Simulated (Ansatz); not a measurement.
Run report: SiN2H8O, nudged elastic band

System: SiN2H8O.
Method: RKS PBE0-D4/6-31G* (Ansatz 0.2.0).

It belongs to a series of runs on one base structure; here: band between the two ends.

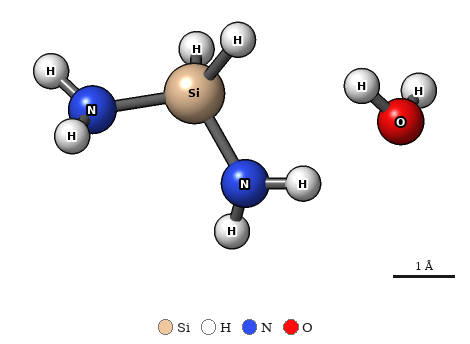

Figure 1. The structure as given in the input (ball-and-stick view, seen at a tilt). Bond lengths as drawn: H–N 1.01 to 1.02 Å, H–O 0.97 Å, H–Si 1.50 to 1.51 Å and N–Si 1.71 to 1.72 Å.

The input
```yaml
crystal:
  periodic: [false, false, false]
  atoms:
    - { symbol: Si, position_ang: [0.38816, -0.15849, -0.395524] }
    - { symbol: H, position_ang: [-0.002414, -0.61639, 0.986306] }
    - { symbol: "N", position_ang: [2.022978, 0.319183, -0.644473] }
    - { symbol: H, position_ang: [2.720568, -0.365081, -0.899622] }
    - { symbol: H, position_ang: [2.420181, 1.090276, -0.125071] }
    - { symbol: "N", position_ang: [-0.639422, 1.185644, -0.65015] }
    - { symbol: H, position_ang: [-1.509512, 1.253999, -0.129428] }
    - { symbol: H, position_ang: [-0.653871, 1.67766, -1.531872] }
    - { symbol: H, position_ang: [0.249488, -1.361199, -1.278342] }
    - { symbol: O, position_ang: [-2.774177, 0.527255, 1.339825] }
    - { symbol: H, position_ang: [-3.112047, -0.272176, 0.914935] }
    - { symbol: H, position_ang: [-1.984132, 0.21912, 1.806916] }
basis:
  gaussian: { orbitals: "6-31G*" }
hamiltonian:
  xc: pbe0
  dispersion: d4
neb:
  order_check: false
  images: 5
  f_tol: 0.03
  max_iterations: 60
  final_atoms:
    - { symbol: Si, position_ang: [-0.30084918, 0.07217908, -0.82927147] }
    - { symbol: H, position_ang: [-0.75688583, -0.00236252, 3.51279572] }
    - { symbol: "N", position_ang: [1.37578814, 0.0996779, -0.47048527] }
    - { symbol: H, position_ang: [1.93454652, -0.7362417, -0.56459518] }
    - { symbol: H, position_ang: [1.7443234, 0.72629295, 0.2322523] }
    - { symbol: "N", position_ang: [-0.73395514, 1.67791517, -1.22037491] }
    - { symbol: H, position_ang: [-1.69725075, 1.97646146, -1.19748038] }
    - { symbol: H, position_ang: [-0.16179809, 2.23798186, -1.83347966] }
    - { symbol: H, position_ang: [-0.41050066, -1.00869023, -1.85955272] }
    - { symbol: O, position_ang: [-1.40098969, -0.30338545, 0.36939992] }
    - { symbol: H, position_ang: [-1.55787477, -1.2490258, 0.47236447] }
    - { symbol: H, position_ang: [-0.90875395, 0.00899828, 2.78192717] }
  initial_path:
    images:
      - { positions_ang: [[0.38816, -0.15849, -0.395524], [-0.002414, -0.61639, 0.986306], [2.022978, 0.319183, -0.644473], [2.720568, -0.365081, -0.899622], [2.420181, 1.090276, -0.125071], [-0.639422, 1.185644, -0.65015], [-1.509512, 1.253999, -0.129428], [-0.653871, 1.67766, -1.531872], [0.249488, -1.361199, -1.278342], [-2.774177, 0.527255, 1.339825], [-3.112047, -0.272176, 0.914935], [-1.984132, 0.21912, 1.806916]] }
      - { positions_ang: [[0.26288759, -0.10168192, -0.26135729], [-0.01265931, -0.40559498, 1.26300392], [1.92910716, 0.24374508, -0.61499111], [2.57615532, -0.5102506, -0.84009901], [2.34752354, 1.07133624, -0.32298285], [-0.72610546, 1.27471622, -0.64192523], [-1.64245348, 1.28542506, -0.39741733], [-0.57659495, 1.91753953, -1.24995271], [-0.03537117, -1.31151857, -1.0162797], [-2.47598445, 0.32591626, 1.08791889], [-2.8678294, -0.42583535, 0.61046731], [-1.65287537, 0.13600402, 1.77711511]] }
      - { positions_ang: [[0.13761517, -0.04487384, -0.12719058], [-0.02290462, -0.19479995, 1.53970185], [1.83523631, 0.16830716, -0.58550922], [2.43174263, -0.65542019, -0.78057603], [2.27486608, 1.05239647, -0.5208947], [-0.81278892, 1.36378844, -0.63370046], [-1.77539496, 1.31685112, -0.66540665], [-0.49931891, 2.15741907, -0.96803343], [-0.32023034, -1.26183814, -0.7542174], [-2.1777919, 0.12457753, 0.83601278], [-2.6236118, -0.5794947, 0.30599961], [-1.32161874, 0.05288803, 1.74731422]] }
      - { positions_ang: [[0.01234276, 0.01193425, 0.00697613], [-0.03314993, 0.01599507, 1.81639977], [1.74136547, 0.09286924, -0.55602733], [2.28732995, -0.80058979, -0.72105304], [2.20220862, 1.03345671, -0.71880655], [-0.89947238, 1.45286066, -0.62547569], [-1.90833644, 1.34827718, -0.93339598], [-0.42204286, 2.3972986, -0.68611414], [-0.60508951, -1.2121577, -0.49215509], [-1.87959935, -0.07676121, 0.58410666], [-2.3793942, -0.73315405, 0.00153192], [-0.99036212, -0.03022795, 1.71751334]] }
      - { positions_ang: [[-0.09205455, 0.03201586, -0.27177307], [-0.27439523, 0.00987588, 2.38186509], [1.61950636, 0.09513879, -0.52751331], [2.16973547, -0.77914043, -0.66890042], [2.04958022, 0.93106879, -0.40178693], [-0.84429996, 1.52787883, -0.82377543], [-1.83797455, 1.55767194, -1.02142411], [-0.33529461, 2.34419302, -1.06856932], [-0.54022656, -1.14433521, -0.9479543], [-1.7200628, -0.15230262, 0.51253775], [-2.10555439, -0.9051113, 0.1584761], [-0.9631594, -0.01715254, 2.07231795]] }
      - { positions_ang: [[-0.19645187, 0.05209747, -0.55052227], [-0.51564053, 0.00375668, 2.94733041], [1.49764725, 0.09740835, -0.49899929], [2.052141, -0.75769106, -0.6167478], [1.89695181, 0.82868087, -0.08476731], [-0.78912755, 1.602897, -1.02207517], [-1.76761265, 1.7670667, -1.10945224], [-0.24854635, 2.29108744, -1.45102449], [-0.47536361, -1.07651272, -1.40375351], [-1.56052625, -0.22784404, 0.44096884], [-1.83171458, -1.07706855, 0.31542029], [-0.93595667, -0.00407713, 2.42712256]] }
      - { positions_ang: [[-0.30084918, 0.07217908, -0.82927147], [-0.75688583, -0.00236252, 3.51279572], [1.37578814, 0.0996779, -0.47048527], [1.93454652, -0.7362417, -0.56459518], [1.7443234, 0.72629295, 0.2322523], [-0.73395514, 1.67791517, -1.22037491], [-1.69725075, 1.97646146, -1.19748038], [-0.16179809, 2.23798186, -1.83347966], [-0.41050066, -1.00869023, -1.85955272], [-1.40098969, -0.30338545, 0.36939992], [-1.55787477, -1.2490258, 0.47236447], [-0.90875395, 0.00899828, 2.78192717]] }
```

Hardware: 1 thread of Arm Neoverse V1, 24 GiB of memory available, shared host.

Launched with:
```bash
ansatz run input.yaml --threads 1 --pin off --max-ram 2048MiB --backend cpu --events-out ev --progress --plain --runs-dir out
```

Log
```
Engine: ansatz 0.2.0, aarch64-unknown-linux-gnu
Functional definition: PBE0
  parameter a = 0.25
  parameter kappa = 0.804
  parameter beta = 0.06672455060314922
  exchange = (1 - a)*pbe_x(kappa = kappa, mu = beta*pi^2/3) + a*exact_x
  correlation = pbe_c(beta = beta)
901 factors; integrals over basis functions are off by at most 5.2e-4 eV
mean field evaluation 1: about -13014.9160 eV, gradient 7.8e1 eV
mean field evaluation 2: about -13004.0834 eV, gradient 1.0e2 eV
mean field evaluation 4: about -13026.2527 eV, gradient 2.3e0 eV
mean field evaluation 8: about -13026.2826 eV, gradient 2.1e-2 eV
mean field -13026.28259677 eV, -478.7070558997 hartree, gradient 4.7e-5 eV, S^2 0.000000; 0 other end points of the search recorded, 0 dependent functions left out
the calculation of the forces begins
reference -13026.28262187 eV, -478.7070568224 hartree; 22, 22 occupied and 58, 58 virtual orbitals, 901 factors
901 factors; integrals over basis functions are off by at most 8.5e-4 eV
mean field evaluation 16: about -13005.8184 eV, gradient 1.0e2 eV
mean field -13027.08105495 eV, -478.7363986968 hartree, gradient 2.3e-5 eV, S^2 0.000000; 0 other end points of the search recorded, 0 dependent functions left out
[... from here on the field's lines of each further geometry are left out, up to the last ...]
NEB iter   1: max|band force component| = 5.549e0 eV/Å  barrier→ = 4.6397 eV  barrier← = 5.4508 eV  Δτ_max = 0.2000 Å  (173 SCF iters)
NEB iter   2: max|band force component| = 2.912e0 eV/Å  barrier→ = 2.5739 eV  barrier← = 3.3850 eV  Δτ_max = 0.2000 Å  (135 SCF iters)
NEB iter   3: max|band force component| = 4.617e0 eV/Å  barrier→ = 1.8271 eV  barrier← = 2.6382 eV  Δτ_max = 0.1003 Å  (135 SCF iters)
NEB iter   4: max|band force component| = 7.716e-1 eV/Å  barrier→ = 1.5699 eV  barrier← = 2.3809 eV  Δτ_max = 0.1961 Å  (134 SCF iters)
NEB iter   5: max|band force component| = 7.565e-1 eV/Å  barrier→ = 1.4938 eV  barrier← = 2.3049 eV  Δτ_max = 0.1946 Å  (135 SCF iters)
NEB iter   6: max|band force component| = 1.052e0 eV/Å  barrier→ = 1.5175 eV  barrier← = 2.3286 eV  Δτ_max = 0.1031 Å  (135 SCF iters)
NEB iter   7: max|band force component| = 7.955e-1 eV/Å  barrier→ = 1.4950 eV  barrier← = 2.3060 eV  CI = image 3  Δτ_max = 0.2000 Å  (132 SCF iters)
NEB iter   8: max|band force component| = 7.009e-1 eV/Å  barrier→ = 1.7918 eV  barrier← = 2.6028 eV  CI = image 3  Δτ_max = 0.2000 Å  (143 SCF iters)
NEB iter   9: max|band force component| = 4.233e-1 eV/Å  barrier→ = 1.6643 eV  barrier← = 2.4754 eV  CI = image 3  Δτ_max = 0.0811 Å  (137 SCF iters)
NEB iter  10: max|band force component| = 3.470e-1 eV/Å  barrier→ = 1.6195 eV  barrier← = 2.4305 eV  CI = image 3  Δτ_max = 0.1537 Å  (138 SCF iters)
NEB iter  11: max|band force component| = 4.370e-1 eV/Å  barrier→ = 1.5637 eV  barrier← = 2.3748 eV  CI = image 3  Δτ_max = 0.0761 Å  (135 SCF iters)
NEB iter  12: max|band force component| = 3.508e-1 eV/Å  barrier→ = 1.5504 eV  barrier← = 2.3614 eV  CI = image 3  Δτ_max = 0.0780 Å  (134 SCF iters)
NEB iter  13: max|band force component| = 7.913e-1 eV/Å  barrier→ = 1.5514 eV  barrier← = 2.3624 eV  CI = image 3  Δτ_max = 0.0389 Å  (137 SCF iters)
NEB iter  14: max|band force component| = 3.474e-1 eV/Å  barrier→ = 1.5501 eV  barrier← = 2.3612 eV  CI = image 3  Δτ_max = 0.0751 Å  (135 SCF iters)
NEB iter  15: max|band force component| = 6.465e-1 eV/Å  barrier→ = 1.5495 eV  barrier← = 2.3606 eV  CI = image 3  Δτ_max = 0.0382 Å  (128 SCF iters)
NEB iter  16: max|band force component| = 1.250e-1 eV/Å  barrier→ = 1.5494 eV  barrier← = 2.3604 eV  CI = image 3  Δτ_max = 0.0387 Å  (114 SCF iters)
NEB iter  17: max|band force component| = 6.071e-2 eV/Å  barrier→ = 1.5493 eV  barrier← = 2.3604 eV  CI = image 3  Δτ_max = 0.0094 Å  (114 SCF iters)
the calculation of the forces begins
reference -13027.05486925 eV, -478.7354363901 hartree; 22, 22 occupied and 58, 58 virtual orbitals, 902 factors
901 factors; integrals over basis functions are off by at most 6.1e-4 eV
mean field -13024.70592432 eV, -478.6491142559 hartree, gradient 6.3e-5 eV, S^2 0.000000; 1 other end points of the search recorded, 0 dependent functions left out
the calculation of the forces begins
reference -13024.70594790 eV, -478.6491151226 hartree; 22, 22 occupied and 58, 58 virtual orbitals, 901 factors
NEB iter  18: max|band force component| = 2.100e-2 eV/Å  barrier→ = 1.5493 eV  barrier← = 2.3604 eV  CI = image 3  Δτ_max = 0.0000 Å  (232 SCF iters)
```

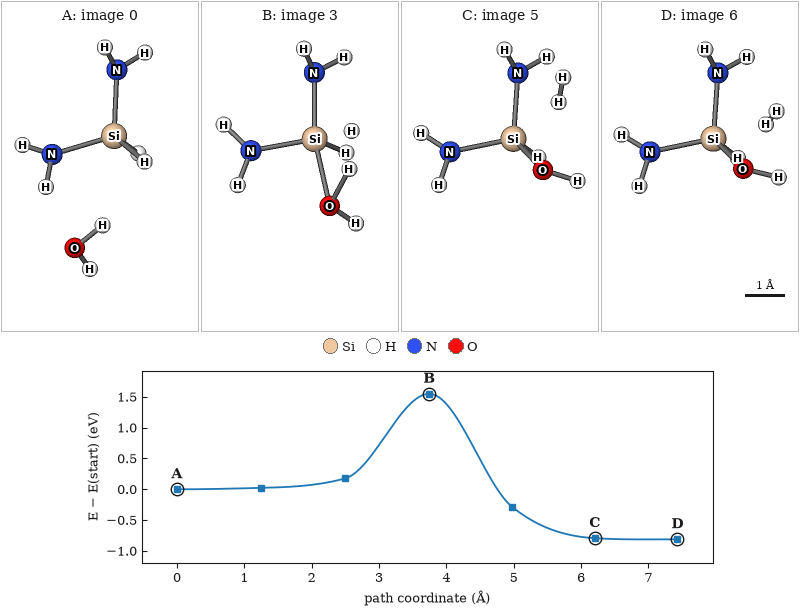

Figure 2. Images of the last band (counted from 0; ball-and-stick, seen at a tilt) above the energy along the path; the line is a cubic interpolation that uses the forces. The highest image is number 3, 1.549 eV above the start and 2.360 eV above the end (the climbing image); the end lies 0.811 eV below the start. The path is 7.43 Å long. The band converged in 18 iterations.

```
Total energy: -13024.88813966 eV, -478.6558105464 hartree
Atom 0 at    -0.231561     0.063950    -0.226991 Å, force    -0.005751    -0.000494     0.002594 eV/Å
Atom 1 at     0.066843    -0.015940     1.547398 Å, force    -0.003036    -0.000408    -0.000605 eV/Å
Atom 2 at     1.481136     0.223762    -0.515639 Å, force     0.002119    -0.001082    -0.005723 eV/Å
Atom 3 at     2.012436    -0.632179    -0.609795 Å, force     0.000922    -0.000362     0.000744 eV/Å
Atom 4 at     2.017322     0.911721    -0.001475 Å, force    -0.000757     0.001661     0.002288 eV/Å
Atom 5 at    -0.795466     1.574487    -0.764308 Å, force     0.000126    -0.001980    -0.000310 eV/Å
Atom 6 at    -1.743559     1.881342    -0.616126 Å, force     0.001591     0.000267    -0.000874 eV/Å
Atom 7 at    -0.227554     2.177753    -1.338304 Å, force    -0.000924     0.000240     0.001295 eV/Å
Atom 8 at    -0.398404    -1.272398    -0.876722 Å, force     0.001044    -0.000153    -0.000269 eV/Å
Atom 9 at    -1.908797    -0.174592     0.707875 Å, force    -0.000994     0.005063    -0.002062 eV/Å
Atom 10 at    -2.232659    -1.081445     0.599396 Å, force     0.002932    -0.000182     0.000399 eV/Å
Atom 11 at    -0.913937    -0.156659     1.488191 Å, force     0.002728    -0.002571     0.002522 eV/Å
Dipole moment:     0.056702    -0.103792     0.027145 e Å
this run last wrote the band of iteration 18 to [file]
```

The last band as extended XYZ (Å, eV, eV/Å)
```
12
Properties=species:S:1:pos:R:3:forces:R:3 image=0 energy=-13026.43743
Si    0.3882   -0.1585   -0.3955    0.0050  -0.0010   0.0188
H    -0.0024   -0.6164    0.9863    0.0030   0.0032  -0.0056
N     2.0230    0.3192   -0.6445    0.0065   0.0098   0.0170
H     2.7206   -0.3651   -0.8996   -0.0040   0.0026   0.0011
H     2.4202    1.0903   -0.1251   -0.0111  -0.0187  -0.0154
N    -0.6394    1.1856   -0.6502    0.0050  -0.0118  -0.0203
H    -1.5095    1.2540   -0.1294    0.0063  -0.0009  -0.0017
H    -0.6539    1.6777   -1.5319   -0.0132   0.0131   0.0087
H     0.2495   -1.3612   -1.2783    0.0002   0.0036  -0.0020
O    -2.7742    0.5273    1.3398    0.0209  -0.0286   0.0039
H    -3.1120   -0.2722    0.9149    0.0047   0.0180   0.0061
H    -1.9841    0.2191    1.8069   -0.0232   0.0107  -0.0107
12
Properties=species:S:1:pos:R:3:forces:R:3 image=1 energy=-13026.41443
Si    0.3312    0.0209   -0.2008    0.0066  -0.0039  -0.0015
H     0.1275   -0.1873    1.2751    0.0003  -0.0062  -0.0021
N     1.9511    0.2447   -0.7384    0.0059   0.0011  -0.0001
H     2.5149   -0.5624   -0.9630    0.0094   0.0037  -0.0036
H     2.5105    0.9998   -0.3667    0.0038   0.0049  -0.0041
N    -0.5563    1.4472   -0.5581    0.0027  -0.0014   0.0037
H    -1.4836    1.5050   -0.1485    0.0024  -0.0092   0.0089
H    -0.5375    1.8034   -1.5046   -0.0084  -0.0073  -0.0023
H    -0.0764   -1.2730   -0.8446    0.0096  -0.0021  -0.0051
O    -2.7638    0.1681    1.1037   -0.0127   0.0057   0.0052
H    -2.8580   -0.6652    0.6243   -0.0111   0.0107  -0.0021
H    -2.0338   -0.0014    1.7152   -0.0085   0.0040   0.0030
12
Properties=species:S:1:pos:R:3:forces:R:3 image=2 energy=-13026.26020
Si    0.1097    0.1364   -0.1443    0.1148   0.0148   0.0144
H     0.1062    0.0060    1.3592    0.0078   0.0056  -0.0502
N     1.7463    0.2517   -0.7048    0.0610  -0.0010  -0.0307
H     2.2223   -0.6338   -0.8195    0.0710   0.0284  -0.0634
H     2.3411    0.8967   -0.1998    0.0859   0.0132  -0.0609
N    -0.6382    1.6046   -0.6270    0.0542   0.0218   0.0315
H    -1.6300    1.7464   -0.5016    0.0242  -0.0594   0.0440
H    -0.2744    2.0514   -1.4572   -0.0299  -0.0335  -0.0232
H    -0.3584   -1.1707   -0.7149    0.0201   0.0341   0.0363
O    -2.3612   -0.1477    0.9243   -0.1450   0.0014   0.0477
H    -2.4509   -1.0719    0.6584   -0.0535  -0.0106   0.0104
H    -1.6868   -0.1693    1.6206   -0.2107  -0.0149   0.0440
12
Properties=species:S:1:pos:R:3:forces:R:3 image=3 energy=-13024.88812
Si   -0.2316    0.0640   -0.2270   -0.0058  -0.0005   0.0026
H     0.0668   -0.0159    1.5474   -0.0030  -0.0004  -0.0006
N     1.4811    0.2238   -0.5156    0.0021  -0.0011  -0.0057
H     2.0124   -0.6322   -0.6098    0.0009  -0.0004   0.0007
H     2.0173    0.9117   -0.0015   -0.0008   0.0017   0.0023
N    -0.7955    1.5745   -0.7643    0.0001  -0.0020  -0.0003
H    -1.7436    1.8813   -0.6161    0.0016   0.0003  -0.0009
H    -0.2276    2.1778   -1.3383   -0.0009   0.0002   0.0013
H    -0.3984   -1.2724   -0.8767    0.0010  -0.0002  -0.0003
O    -1.9088   -0.1746    0.7079   -0.0010   0.0051  -0.0021
H    -2.2327   -1.0814    0.5994    0.0029  -0.0002   0.0004
H    -0.9139   -0.1567    1.4882    0.0027  -0.0026   0.0025
12
Properties=species:S:1:pos:R:3:forces:R:3 image=4 energy=-13026.72050
Si   -0.3972    0.0144   -0.5380   -0.1343  -0.0348  -0.2419
H     0.1144    0.0556    2.1570    0.0909   0.0335   0.4578
N     1.3025    0.1236   -0.2713   -0.1463  -0.0903   0.1237
H     1.9128   -0.6665   -0.4254   -0.1034  -0.0452   0.0538
H     1.7819    0.8881    0.1850   -0.1753  -0.0400   0.0738
N    -0.8169    1.5930   -1.0005   -0.0322   0.0318  -0.1473
H    -1.7475    1.9392   -0.8298   -0.0072   0.0657  -0.0947
H    -0.1911    2.2398   -1.4482    0.0027   0.0576  -0.0637
H    -0.4070   -1.2455   -1.3323   -0.0519   0.0299  -0.3622
O    -1.7476   -0.2483    0.4486    0.1358  -0.0436  -0.1479
H    -2.0690   -1.1569    0.4608    0.1363  -0.0472  -0.0531
H    -0.6093   -0.0368    1.9876    0.2849   0.0825   0.4016
12
Properties=species:S:1:pos:R:3:forces:R:3 image=5 energy=-13027.23058
Si   -0.3968    0.0557   -0.7513   -0.0045   0.0046  -0.0145
H    -0.0366    0.0834    2.9503   -0.0028   0.0007   0.0586
N     1.2436    0.0959   -0.2559   -0.0022  -0.0065  -0.0065
H     1.8205   -0.7314   -0.3042   -0.0095  -0.0064   0.0004
H     1.5577    0.7362    0.4601   -0.0170  -0.0114   0.0134
N    -0.8038    1.6588   -1.1664    0.0025   0.0068  -0.0101
H    -1.7600    1.9779   -1.1717   -0.0045   0.0029  -0.0184
H    -0.1732    2.2580   -1.6745   -0.0033   0.0031  -0.0178
H    -0.4084   -1.0313   -1.7790   -0.0072   0.0163  -0.0328
O    -1.6069   -0.3295    0.3340    0.0151  -0.0069  -0.0041
H    -1.8083   -1.2709    0.3784    0.0170  -0.0053   0.0022
H    -0.5020   -0.0030    2.3737    0.0164   0.0019   0.0297
12
Properties=species:S:1:pos:R:3:forces:R:3 image=6 energy=-13027.24849
Si   -0.3008    0.0722   -0.8293   -0.0155   0.0199  -0.0038
H    -0.7569   -0.0024    3.5128   -0.0054   0.0003  -0.0283
N     1.3758    0.0997   -0.4705   -0.0046  -0.0017   0.0051
H     1.9345   -0.7362   -0.5646    0.0014   0.0051   0.0054
H     1.7443    0.7263    0.2323   -0.0021  -0.0068  -0.0073
N    -0.7340    1.6779   -1.2204    0.0048  -0.0161  -0.0035
H    -1.6973    1.9765   -1.1975    0.0008  -0.0006   0.0011
H    -0.1618    2.2380   -1.8335   -0.0016  -0.0087   0.0062
H    -0.4105   -1.0087   -1.8596   -0.0005   0.0079   0.0076
O    -1.4010   -0.3034    0.3694    0.0157  -0.0108  -0.0090
H    -1.5579   -1.2490    0.4724    0.0012   0.0134  -0.0026
H    -0.9088    0.0090    2.7819    0.0058  -0.0019   0.0290
```

Results in brief

```json
{"quantity": "outcome", "value": "converged"}
{"quantity": "barrier, forward", "value": "1.549 eV"}
{"quantity": "barrier, backward", "value": "2.360 eV"}
{"quantity": "wall time", "value": "5.5 min"}
{"quantity": "peak memory", "value": "0.15 GiB"}
```

Remarks

The order of the saddle point was not checked.
